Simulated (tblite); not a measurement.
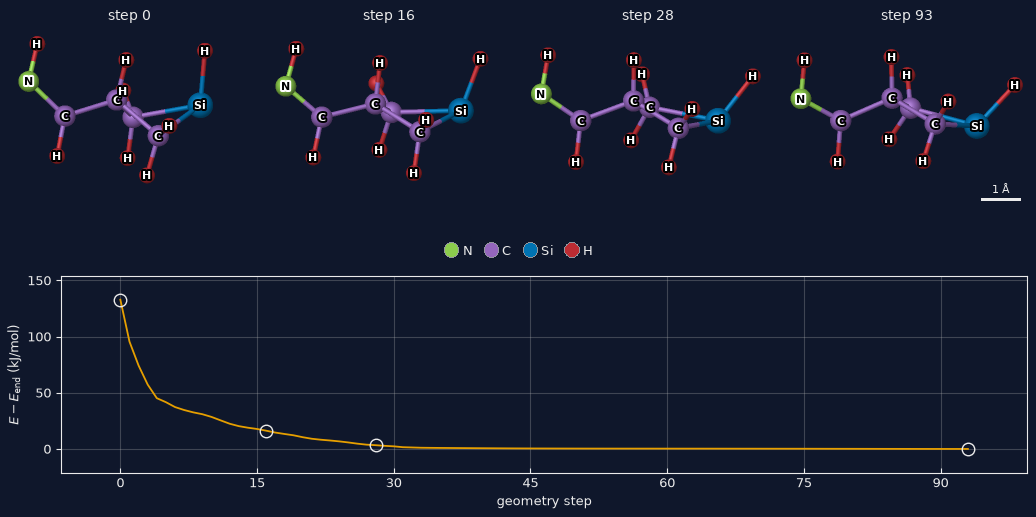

Frames of a relaxation of C4H8NSi (multiplicity 2), marked on the history of the run. The picture is a ball-and-stick view, seen at a tilt.

Computed with GFN2-xTB geometry optimisation, gas phase in tblite. 

What happens along the run?

Answer. An H atom moves most after the best rigid fit: 1.32 Å. By element the largest moves are H 1.32 Å, Si 0.54 Å, N 0.48 Å, C 0.39 Å. Near-neighbour distances that change, for instance: C–C 2.078 → 2.380 Å, C–N 1.319 → 1.254 Å, C–Si 1.886 → 1.920 Å, C–H 1.118 → 1.089 Å. Bond angles that change, for instance: C–C–C 85.9° → 100.7°, C–Si–C 66.9° → 76.6°, H–C–H 117.0° → 107.5°. Groups turn about C–C by about 20°. The energy falls by 132.9 kJ/mol in 93 geometry steps. From step 0 to 16: an H atom moves most (0.51 Å), energy −116.6 kJ/mol. From step 16 to 28: an H atom moves most (0.62 Å), energy −12.9 kJ/mol. From step 28 to 93: an H atom moves most (0.38 Å), energy −3.35 kJ/mol.

| step | E − E(0), kJ/mol |
| --- | --- |
| 0 | 0.00 |
| 1 | -37.32 |
| 2 | -58.63 |
| 3 | -75.61 |
| 4 | -87.68 |
| 5 | -91.26 |
| 6 | -95.60 |
| 7 | -98.24 |
| 8 | -100.32 |
| 9 | -101.97 |
| 10 | -104.37 |
| 14 | -113.99 |
| 19 | -120.73 |
| 23 | -125.35 |
| 27 | -129.06 |
| 32 | -131.57 |
| 36 | -132.03 |
| 41 | -132.30 |
| 45 | -132.45 |
| 49 | -132.52 |
| 54 | -132.57 |
| 58 | -132.59 |
| 62 | -132.61 |
| 67 | -132.64 |
| 71 | -132.67 |
| 76 | -132.71 |
| 80 | -132.76 |
| 84 | -132.82 |
| 89 | -132.88 |
| 93 | -132.89 |
